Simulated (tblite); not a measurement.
**Frequency calculation, with input and output: C7H9NSi**

C7H9NSi, SMILES CC#C[SiH2]n1cccc1, computed with GFN2-xTB harmonic vibrations, gas phase (tblite 0.8.0).

It belongs to a series of runs on one base structure; here: H on Si replaced by propynyl.

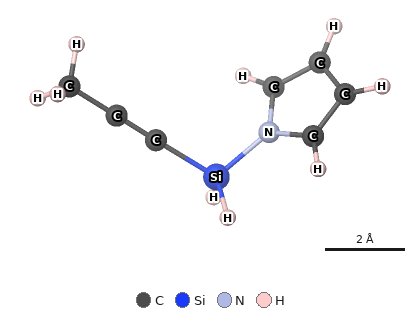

*The structure as given in the input (ball-and-stick view, seen on its broad side).*

Bond lengths as drawn: C–C 1.21 to 1.44 Å, C–H 1.07 to 1.09 Å, C–N 1.37 Å, C–Si 1.84 Å, H–Si 1.46 to 1.47 Å and N–Si 1.75 Å.

Summary:

| quantity | value |
| --- | --- |
| outcome | converged |
| total energy | −658.0637 eV |
| zero-point energy | 83.6790 kcal/mol |
| hardware | 1 CPU thread, shared host |
| wall time | 0.63 s |
| peak memory | 0.18 GiB |

The input:
```
{"job": {"kind": "ir", "xc": "GFN2-xTB", "basis": "xTB"}, "charge": 0, "multiplicity": 1}
C      3.767454     0.758140    -1.208434
C      2.570809    -0.015858    -0.976293
C      1.573521    -0.666084    -0.784875
Si     0.042244    -1.641203    -0.470101
N     -1.222026    -0.506032    -0.039238
C     -2.430065    -0.333938    -0.658013
C     -3.139321     0.631761    -0.012914
C     -2.334227     1.083969     1.059633
C     -1.176760     0.369392     1.011210
H      3.928342     0.880301    -2.279343
H      4.628471     0.249419    -0.775215
H      3.669625     1.742182    -0.750479
H     -0.425162    -2.316219    -1.680347
H      0.245625    -2.551565     0.662348
H     -2.687349    -0.919010    -1.519196
H     -4.119956     0.984847    -0.266904
H     -2.591171     1.844120     1.771699
H     -0.308813     0.412093     1.640046
```

The first line tells a small driver script what to run in tblite; the rest is the geometry in Å.

Launch command:
```bash
OMP_NUM_THREADS=1 python <driver script> task.json out
```

Output:
```
mode    cm-1     km/mol
  1     -15.5      0.07
  2      -2.7      0.01
  3      44.4      0.44
  4     131.3      1.08
  5     144.6      3.08
  6     202.4      4.29
  7     242.2      8.65
  8     313.7      0.23
  9     325.7      2.61
 10     476.0     45.43
 11     497.0    131.13
 12     571.8     20.66
 13     575.2      1.32
 14     580.1      4.82
 15     596.9     11.29
 16     730.6    485.25
 17     759.4    208.61
 18     770.3     20.93
 19     778.6     35.32
 20     819.8      2.09
 21     836.2      0.24
 22     839.8      0.19
 23     926.3     12.95
 24    1014.0      5.41
 25    1014.8      5.47
 26    1076.8     24.27
 27    1084.4      1.25
 28    1105.0     43.73
 29    1113.1      7.26
 30    1200.4      5.76
 31    1257.9    190.11
 32    1331.4      4.13
 33    1381.7      3.29
 34    1408.5     28.60
 35    1446.2      7.73
 36    1446.8      7.44
 37    1476.0    166.27
 38    1567.4      0.91
 39    2221.7    345.58
 40    2263.2    275.14
 41    2323.4    267.98
 42    3004.4     17.04
 43    3005.2     15.78
 44    3011.3     20.89
 45    3145.4      1.04
 46    3148.7     34.18
 47    3157.9     91.79
 48    3166.6     32.76
```

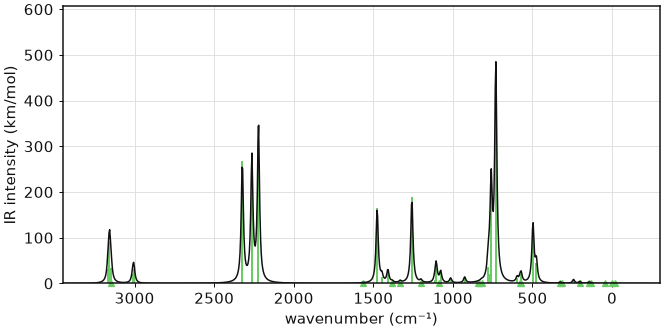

*Harmonic infrared spectrum, unscaled: sticks (degenerate modes added up, dark ones marked on the axis) with a Lorentzian envelope of 16 cm⁻¹ full width, scaled to the tallest stick; imaginary modes are drawn at negative wavenumbers.*

48 modes from 16i to 3167 cm⁻¹, 1 imaginary beyond 8i (16i cm⁻¹): not a clean minimum; so soft a mode can be a shallow saddle, an incomplete relaxation or noise of the force constants. The strongest line is at 731 cm⁻¹ (485 km/mol).
